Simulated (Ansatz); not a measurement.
TiC (rock salt), scan of one atom of the cell

TiC (rock salt)

```xyz
2
Lattice="0.0000 2.1466 2.1466 2.1466 0.0000 2.1466 2.1466 2.1466 0.0000" Properties=species:S:1:pos:R:3 pbc="T T T"
C      0.0000     0.0000     0.0000
Ti     2.1466     2.1466     2.1466
```

In this cell atom 2 (Ti, nearest neighbour C at 2.147 Å; its periodic images, 3.0 Å or more away, move with it) is moved by s along Cartesian [111], unit vector (0.577, 0.577, 0.577); all other atoms and the cell stay fixed.

Method: PBEsol (plane waves to 420 eV, PAW, scalar-relativistic; Ansatz, a program for electronic structure). k mesh 15×15×15 (Γ-centred), Fermi-Dirac smearing 0.05 eV. E stands for the smeared free energy. Compression counts positive. With partly filled bands, energies and forces of such displacements shift with the k mesh and the smearing. TiC is run without spin polarisation. TiC was relaxed with its symmetry unable to fall. ΔE is measured from the undisplaced structure.

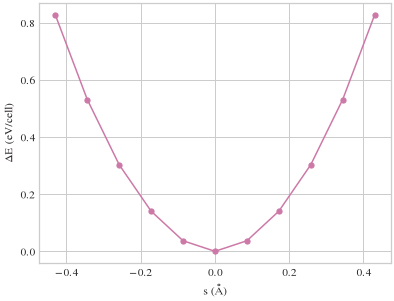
Figure. ΔE (eV/cell) against s (Å); markers are the computed points, lines only join them.

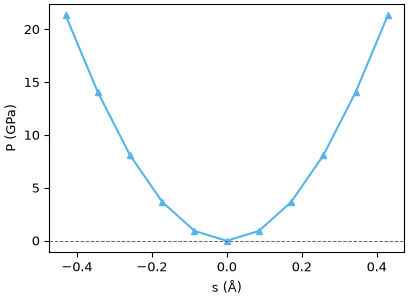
P (GPa) against s (Å); one marker a computed point.

The zone-centre optical wavenumber from k comes out as 530 cm⁻¹ and the force along the line at s = -0.430 Å is 3.82 eV/Å. Symmetry of the curve: even: the same for both signs. Shape of the curve: a single well with its minimum at or next to zero displacement. Harmonic estimate at the end of the scan: ½ks² = 916 meV/cell against the computed 827 meV/cell, so the well is softer than harmonic there.

Reduced mass μ = 9.60 u; ν̃ = 521.5·√(k/μ) with k = 9.91 eV/Å².

(For displaced atoms, the force is minus the slope of the energy, and its curvature is a force constant, which sets phonon frequencies.)
